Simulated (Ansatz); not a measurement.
# Al(AsH3)H3 (AlAsH₆): a short trajectory

Aim: follow Al(AsH3)H3 (AlAsH₆) for 15 steps with a Nosé-Hoover thermostat (500 K) and see how far bonds stretch and how energy moves between motion and potential.

Program: Ansatz 0.2.0, Gaussian basis. Level of theory: PBE/def2-SVP with D3(BJ) with three-body dispersion. These are calculated values, not measurements.

### 1 The relaxed structure

An earlier r2SCAN-D4 in a triple-zeta def2 set relaxation fixed the geometry.

8 atoms, charge 0, spin multiplicity 1.

Atoms are counted from 1 here; the program's logs count them from 0.

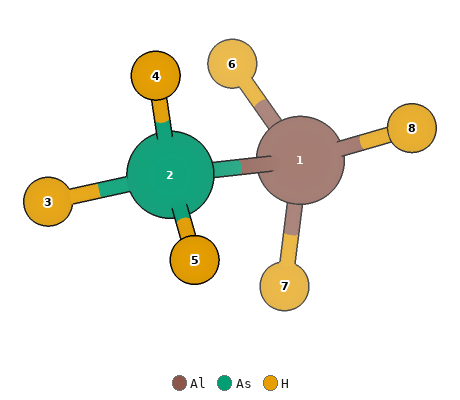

The geometry (aluminium brown, arsenic teal, hydrogen amber); atoms are numbered from 1 in the order of the file.

Geometry (Å):

```xyz
8

Al   -0.0045    0.0105   -1.5220
As    0.0036   -0.0087    1.0937
H     0.7357    1.0672    1.8535
H     0.5756   -1.1849    1.8422
H    -1.2947    0.0799    1.8533
H     1.5782   -0.0542   -1.7130
H    -0.7398    1.4163   -1.6923
H    -0.8541   -1.3261   -1.7154
```

### 2 Dynamics

Contents of in.yaml:

```yaml
crystal:
  periodic: [false, false, false]
  atoms:
    - {symbol: Al, position_ang: [-0.004478, 0.010505, -1.521968]}
    - {symbol: As, position_ang: [0.003582, -0.008741, 1.093666]}
    - {symbol: H, position_ang: [0.735698, 1.067198, 1.853458]}
    - {symbol: H, position_ang: [0.575564, -1.184921, 1.842200]}
    - {symbol: H, position_ang: [-1.294688, 0.079880, 1.853315]}
    - {symbol: H, position_ang: [1.578210, -0.054188, -1.713020]}
    - {symbol: H, position_ang: [-0.739786, 1.416327, -1.692280]}
    - {symbol: H, position_ang: [-0.854102, -1.326062, -1.715362]}
basis:
  gaussian: {orbitals: def2-SVP}
hamiltonian: {xc: {name: PBE}, dispersion: d3bjatm}
md: {timestep: 1 fs, n_steps: 15, ensemble: nvt_nose_hoover, temperature: 500, initial_velocities: maxwell_boltzmann, seed: 154}
scf: {omitted_lower_state_checks: [starts]}
```

Launch:

```sh
> ansatz run in.yaml --threads 4 --pin off --events-out ev --progress --plain --max-ram 3916MiB
```

Standard output:

```text
Functional definition: PBE
  name "PBE"
  cite "Perdew, Burke & Ernzerhof, Phys. Rev. Lett. 77, 3865 (1996) doi:10.1103/PhysRevLett.77.3865"
  parent pbe
  parameter kappa = 0.804
  parameter beta = 0.06672455060314922
  exchange = pbe_x(kappa = kappa, mu = beta*pi^2/3)
  correlation = pbe_c(beta = beta)
these checks for a lower state are left out or cut short: starts
904 factors; their error is unknown
mean field evaluation 1: about -67510.7031 eV, gradient 2.1e1 eV
mean field evaluation 2: about -67511.4135 eV, gradient 1.8e1 eV
mean field evaluation 4: about -67512.0879 eV, gradient 4.5e-1 eV
mean field evaluation 8: about -67512.0363 eV, gradient 6.6e-2 eV
mean field -67512.03631558 eV, -2481.0215732958 hartree, gradient 6.0e-5 eV, S^2 0.000000; 0 other end points of the search recorded, 0 dependent functions left out
the calculation of the forces begins
reference -67512.03635367 eV, -2481.0215746956 hartree; 26, 26 occupied and 54, 54 virtual orbitals, 904 factors
md step     0: t =     0.00 fs  T =   500.0 K  F+E_penalty+E_count = -67512.16996312 eV  E_kin = 0.387780 eV  conserved = -67511.78218312 eV  (21 SCF iters)
these checks for a lower state are left out or cut short: starts, cluster_reference, orbital_swaps, neighbouring_geometries, increment
904 factors; their error is unknown
mean field evaluation 16: about -67512.0673 eV, gradient 5.0e-3 eV
mean field -67512.01510345 eV, -2481.0207937644 hartree, gradient 2.3e-5 eV, S^2 0.000000; 0 other end points of the search recorded, 0 dependent functions left out
the calculation of the forces begins
reference -67512.01514160 eV, -2481.0207951665 hartree; 26, 26 occupied and 54, 54 virtual orbitals, 904 factors
md step     1: t =     1.00 fs  T =   473.5 K  F+E_penalty+E_count = -67512.14871224 eV  E_kin = 0.367206 eV  conserved = -67511.78150722 eV  (23 SCF iters)
these checks for a lower state are left out or cut short: starts, cluster_reference, orbital_swaps, neighbouring_geometries, increment
904 factors; their error is unknown
mean field -67511.97688651 eV, -2481.0193893179 hartree, gradient 2.6e-5 eV, S^2 0.000000; 0 other end points of the search recorded, 0 dependent functions left out
the calculation of the forces begins
reference -67511.97692473 eV, -2481.0193907221 hartree; 26, 26 occupied and 54, 54 virtual orbitals, 904 factors
md step     2: t =     2.00 fs  T =   425.3 K  F+E_penalty+E_count = -67512.11037598 eV  E_kin = 0.329842 eV  conserved = -67511.78053922 eV  (23 SCF iters)
these checks for a lower state are left out or cut short: starts, cluster_reference, orbital_swaps, neighbouring_geometries, increment
904 factors; their error is unknown
mean field evaluation 32: about -67511.9362 eV, gradient 2.3e-5 eV
mean field -67511.93619773 eV, -2481.0178940327 hartree, gradient 2.7e-5 eV, S^2 0.000000; 0 other end points of the search recorded, 0 dependent functions left out
the calculation of the forces begins
reference -67511.93623599 eV, -2481.0178954387 hartree; 26, 26 occupied and 54, 54 virtual orbitals, 904 factors
md step     3: t =     3.00 fs  T =   373.3 K  F+E_penalty+E_count = -67512.06949247 eV  E_kin = 0.289551 eV  conserved = -67511.77995997 eV  (25 SCF iters)
these checks for a lower state are left out or cut short: starts, cluster_reference, orbital_swaps, neighbouring_geometries, increment
904 factors; their error is unknown
mean field -67511.90200475 eV, -2481.0166374639 hartree, gradient 5.3e-6 eV, S^2 0.000000; 0 other end points of the search recorded, 0 dependent functions left out
the calculation of the forces begins
reference -67511.90204304 eV, -2481.0166388711 hartree; 26, 26 occupied and 54, 54 virtual orbitals, 904 factors
md step     4: t =     4.00 fs  T =   328.9 K  F+E_penalty+E_count = -67512.03504719 eV  E_kin = 0.255103 eV  conserved = -67511.77998707 eV  (26 SCF iters)
these checks for a lower state are left out or cut short: starts, cluster_reference, orbital_swaps, neighbouring_geometries, increment
904 factors; their error is unknown
mean field -67511.87432171 eV, -2481.0156201307 hartree, gradient 5.4e-6 eV, S^2 0.000000; 0 other end points of the search recorded, 0 dependent functions left out
the calculation of the forces begins
reference -67511.87436001 eV, -2481.0156215384 hartree; 26, 26 occupied and 54, 54 virtual orbitals, 904 factors
md step     5: t =     5.00 fs  T =   292.5 K  F+E_penalty+E_count = -67512.00708333 eV  E_kin = 0.226877 eV  conserved = -67511.78028779 eV  (26 SCF iters)
these checks for a lower state are left out or cut short: starts, cluster_reference, orbital_swaps, neighbouring_geometries, increment
904 factors; their error is unknown
mean field -67511.84879854 eV, -2481.0146821716 hartree, gradient 5.4e-6 eV, S^2 0.000000; 0 other end points of the search recorded, 0 dependent functions left out
the calculation of the forces begins
reference -67511.84883685 eV, -2481.0146835794 hartree; 26, 26 occupied and 54, 54 virtual orbitals, 904 factors
md step     6: t =     6.00 fs  T =   259.1 K  F+E_penalty+E_count = -67511.98128912 eV  E_kin = 0.200983 eV  conserved = -67511.78043973 eV  (25 SCF iters)
these checks for a lower state are left out or cut short: starts, cluster_reference, orbital_swaps, neighbouring_geometries, increment
904 factors; their error is unknown
mean field -67511.82294912 eV, -2481.0137322231 hartree, gradient 2.7e-5 eV, S^2 0.000000; 0 other end points of the search recorded, 0 dependent functions left out
the calculation of the forces begins
reference -67511.82298742 eV, -2481.0137336305 hartree; 26, 26 occupied and 54, 54 virtual orbitals, 904 factors
md step     7: t =     7.00 fs  T =   225.8 K  F+E_penalty+E_count = -67511.95522255 eV  E_kin = 0.175111 eV  conserved = -67511.78030956 eV  (25 SCF iters)
these checks for a lower state are left out or cut short: starts, cluster_reference, orbital_swaps, neighbouring_geometries, increment
904 factors; their error is unknown
mean field evaluation 64: about -67511.8486 eV, gradient 1.2e0 eV
mean field -67511.79841401 eV, -2481.0128305742 hartree, gradient 2.6e-5 eV, S^2 0.000000; 0 other end points of the search recorded, 0 dependent functions left out
the calculation of the forces begins
reference -67511.79845230 eV, -2481.0128319813 hartree; 26, 26 occupied and 54, 54 virtual orbitals, 904 factors
md step     8: t =     8.00 fs  T =   194.4 K  F+E_penalty+E_count = -67511.93056742 eV  E_kin = 0.150802 eV  conserved = -67511.78003595 eV  (25 SCF iters)
these checks for a lower state are left out or cut short: starts, cluster_reference, orbital_swaps, neighbouring_geometries, increment
904 factors; their error is unknown
mean field -67511.77915223 eV, -2481.0121227169 hartree, gradient 2.5e-5 eV, S^2 0.000000; 0 other end points of the search recorded, 0 dependent functions left out
the calculation of the forces begins
reference -67511.77919051 eV, -2481.0121241237 hartree; 26, 26 occupied and 54, 54 virtual orbitals, 904 factors
md step     9: t =     9.00 fs  T =   170.0 K  F+E_penalty+E_count = -67511.91131510 eV  E_kin = 0.131850 eV  conserved = -67511.77981673 eV  (25 SCF iters)
these checks for a lower state are left out or cut short: starts, cluster_reference, orbital_swaps, neighbouring_geometries, increment
904 factors; their error is unknown
mean field -67511.76854314 eV, -2481.0117328401 hartree, gradient 2.6e-5 eV, S^2 0.000000; 0 other end points of the search recorded, 0 dependent functions left out
the calculation of the forces begins
reference -67511.76858141 eV, -2481.0117342465 hartree; 26, 26 occupied and 54, 54 virtual orbitals, 904 factors
md step    10: t =    10.00 fs  T =   156.7 K  F+E_penalty+E_count = -67511.90085785 eV  E_kin = 0.121544 eV  conserved = -67511.77975458 eV  (23 SCF iters)
these checks for a lower state are left out or cut short: starts, cluster_reference, orbital_swaps, neighbouring_geometries, increment
904 factors; their error is unknown
mean field -67511.76774523 eV, -2481.0117035175 hartree, gradient 2.6e-5 eV, S^2 0.000000; 0 other end points of the search recorded, 0 dependent functions left out
the calculation of the forces begins
reference -67511.76778347 eV, -2481.0117049228 hartree; 26, 26 occupied and 54, 54 virtual orbitals, 904 factors
md step    11: t =    11.00 fs  T =   156.1 K  F+E_penalty+E_count = -67511.90034528 eV  E_kin = 0.121049 eV  conserved = -67511.77983924 eV  (24 SCF iters)
these checks for a lower state are left out or cut short: starts, cluster_reference, orbital_swaps, neighbouring_geometries, increment
904 factors; their error is unknown
mean field evaluation 96: about -67511.7757 eV, gradient 2.1e-4 eV
mean field -67511.77573303 eV, -2481.0119970638 hartree, gradient 2.7e-5 eV, S^2 0.000000; 0 other end points of the search recorded, 0 dependent functions left out
the calculation of the forces begins
reference -67511.77577122 eV, -2481.0119984673 hartree; 26, 26 occupied and 54, 54 virtual orbitals, 904 factors
md step    12: t =    12.00 fs  T =   166.8 K  F+E_penalty+E_count = -67511.90872511 eV  E_kin = 0.129389 eV  conserved = -67511.78000158 eV  (25 SCF iters)
these checks for a lower state are left out or cut short: starts, cluster_reference, orbital_swaps, neighbouring_geometries, increment
904 factors; their error is unknown
mean field -67511.79028160 eV, -2481.0125317137 hartree, gradient 5.7e-6 eV, S^2 0.000000; 0 other end points of the search recorded, 0 dependent functions left out
the calculation of the forces begins
reference -67511.79031972 eV, -2481.0125331148 hartree; 26, 26 occupied and 54, 54 virtual orbitals, 904 factors
md step    13: t =    13.00 fs  T =   186.2 K  F+E_penalty+E_count = -67511.92373439 eV  E_kin = 0.144390 eV  conserved = -67511.78016298 eV  (26 SCF iters)
these checks for a lower state are left out or cut short: starts, cluster_reference, orbital_swaps, neighbouring_geometries, increment
904 factors; their error is unknown
mean field -67511.80916699 eV, -2481.0132257390 hartree, gradient 6.0e-6 eV, S^2 0.000000; 0 other end points of the search recorded, 0 dependent functions left out
the calculation of the forces begins
reference -67511.80920504 eV, -2481.0132271373 hartree; 26, 26 occupied and 54, 54 virtual orbitals, 904 factors
md step    14: t =    14.00 fs  T =   211.3 K  F+E_penalty+E_count = -67511.94310641 eV  E_kin = 0.163859 eV  conserved = -67511.78025718 eV  (26 SCF iters)
these checks for a lower state are left out or cut short: starts, cluster_reference, orbital_swaps, neighbouring_geometries, increment
904 factors; their error is unknown
mean field -67511.83117757 eV, -2481.0140346130 hartree, gradient 6.1e-6 eV, S^2 0.000000; 0 other end points of the search recorded, 0 dependent functions left out
the calculation of the forces begins
reference -67511.83121555 eV, -2481.0140360088 hartree; 26, 26 occupied and 54, 54 virtual orbitals, 904 factors
these checks for a lower state are left out or cut short: starts
904 factors; their error is unknown
mean field -67511.83117757 eV, -2481.0140346130 hartree, gradient 5.9e-6 eV, S^2 0.000000; 0 other end points of the search recorded, 0 dependent functions left out
the calculation of the forces begins
reference -67511.83121555 eV, -2481.0140360088 hartree; 26, 26 occupied and 54, 54 virtual orbitals, 904 factors
md step    15: t =    15.00 fs  T =   240.6 K  F+E_penalty+E_count = -67511.96558732 eV  E_kin = 0.186572 eV  conserved = -67511.78026337 eV  (10 SCF iters)
Total energy: -67511.96562530 eV, -2481.0189754761 hartree
Atom 0 at     0.005484     0.005772    -1.462369 Å, force    -0.073292    -0.714995    -0.636255 eV/Å
Atom 1 at     0.001504    -0.002423     1.075612 Å, force    -0.088356    -0.026185    -0.182054 eV/Å
Atom 2 at     0.707477     1.016082     1.934522 Å, force     0.247667     0.145092     0.168548 eV/Å
Atom 3 at     0.651945    -1.260813     1.586318 Å, force     0.266933    -0.193362     0.199984 eV/Å
Atom 4 at    -1.228734    -0.122929     1.932268 Å, force    -0.394884     0.025153     0.104014 eV/Å
Atom 5 at     1.619683    -0.065812    -1.683050 Å, force    -0.247940    -0.163265     0.153261 eV/Å
Atom 6 at    -0.752960     1.271550    -1.904154 Å, force    -0.245646     1.082587    -0.061050 eV/Å
Atom 7 at    -1.108714    -1.182747    -1.691039 Å, force     0.535517    -0.155024     0.253552 eV/Å
Dipole moment:     0.086308    -0.014984     0.964828 e Å
Checks for a lower state left out: starts
```

Wall time 17 s (4 threads of Intel Xeon at 2.50GHz, shared host).

### 3 The trajectory

Step by step, with energies from the first frame:

```tsv
time (fs)	T (K)	potential (meV)	conserved (meV)	Al1–H7 (Å)
0.0	500	0.0	0.00	1.596
1.0	473	21.3	0.68	1.621
2.0	425	59.6	1.64	1.647
3.0	373	100.5	2.22	1.669
4.0	329	134.9	2.20	1.687
5.0	293	162.9	1.90	1.697
6.0	259	188.7	1.74	1.700
7.0	226	214.7	1.87	1.695
8.0	194	239.4	2.15	1.683
9.0	170	258.6	2.37	1.664
10.0	157	269.1	2.43	1.640
11.0	156	269.6	2.34	1.613
12.0	167	261.2	2.18	1.587
13.0	186	246.2	2.02	1.564
14.0	211	226.9	1.93	1.547
15.0	241	204.4	1.92	1.540
```

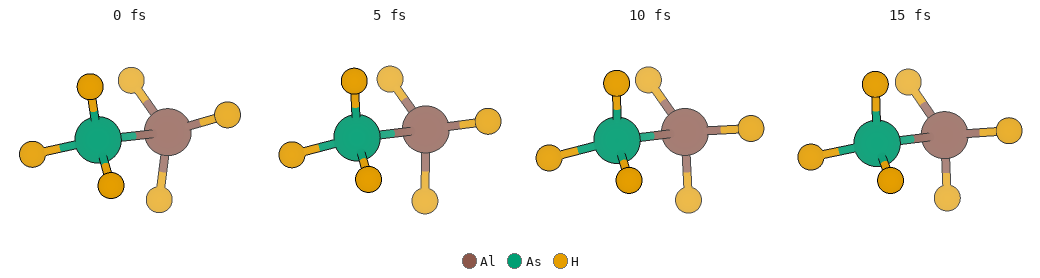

Four frames; sticks are those of the first frame.

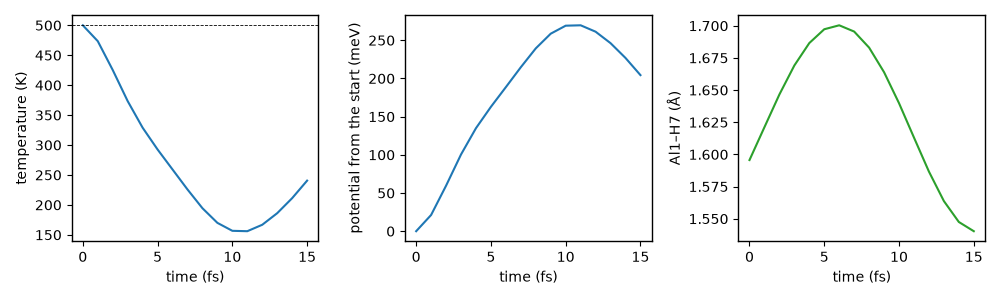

Temperature (the set value dashed), potential energy and the bond that swings most.

Positions (Å) and forces (eV/Å) at 15.0 fs:

```xyz
8

Al    0.005    0.006   -1.462   -0.073   -0.715   -0.636
As    0.002   -0.002    1.076   -0.088   -0.026   -0.182
H     0.707    1.016    1.935    0.248    0.145    0.169
H     0.652   -1.261    1.586    0.267   -0.193    0.200
H    -1.229   -0.123    1.932   -0.395    0.025    0.104
H     1.620   -0.066   -1.683   -0.248   -0.163    0.153
H    -0.753    1.272   -1.904   -0.246    1.083   -0.061
H    -1.109   -1.183   -1.691    0.536   -0.155    0.254
```

### 4 What came out

| quantity | value |
| --- | --- |
| length | 15 steps of 1.0 fs |
| temperature, first and last frame | 500, 241 K |
| temperature, second half | mean 185 K, from 156 to 241 K |
| swing of the potential | 270 meV |
| largest change of the conserved energy | 2.43 meV |
| range of Al1–H7 | 1.540 to 1.700 Å |

In words: From 500 K at the start the temperature swings between 156 and 500 K: with 8 atoms it has no steady value yet; energy flows between kinetic and potential parts, and any thermostat adds or takes heat. The conserved energy moves by 2.43 meV, 0.9 % of the potential's swing, so the step is short enough for this stretch. Al1–H7 swings most, by 0.16 Å; no bond breaks. A run of 15 fs gives no averages.
